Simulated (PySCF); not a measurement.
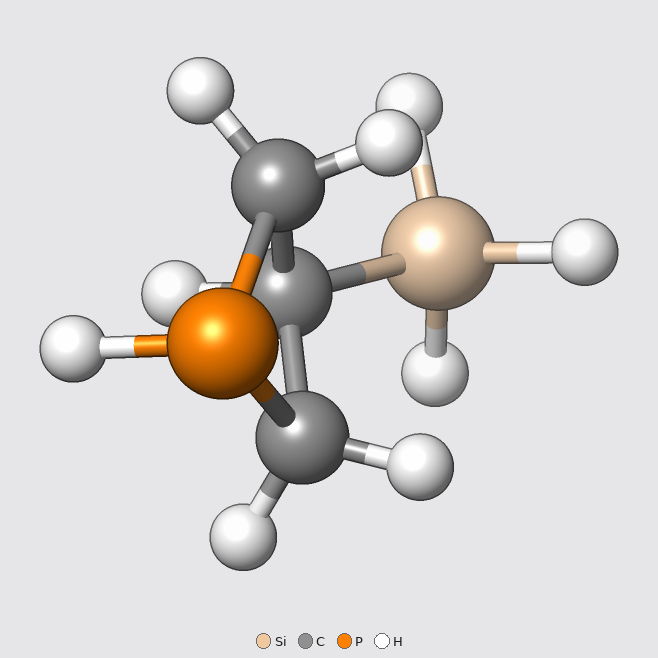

The geometry was computed by an optimisation with GFN2-xTB. No frequency run is at hand to confirm it as a minimum. Properties computed with PBE0/def2-SVPD, gas phase (PySCF 2.14.0). Excitations: vertical, linear response.

What does the calculation give?

The species is C3H9PSi (`[SiH3]C1CPC1`).
- dipole moment: 0.98 D
- HOMO energy (Kohn–Sham orbital): −6.61 eV
- LUMO energy (Kohn–Sham orbital): 0.06 eV
- HOMO–LUMO gap: 6.67 eV
- mean static polarisability: 87.5 bohr³
- lowest vertical singlet excitation: 5.44 eV
- its oscillator strength: 0.028
- brightest of the 8 lowest singlets: 6.89 eV
- its oscillator strength: 0.19

The geometry is semi-empirical. Around P, Si such bond lengths and angles can be off by a tenth of an ångström or more and by several degrees, and values that hang on the shape move with them.
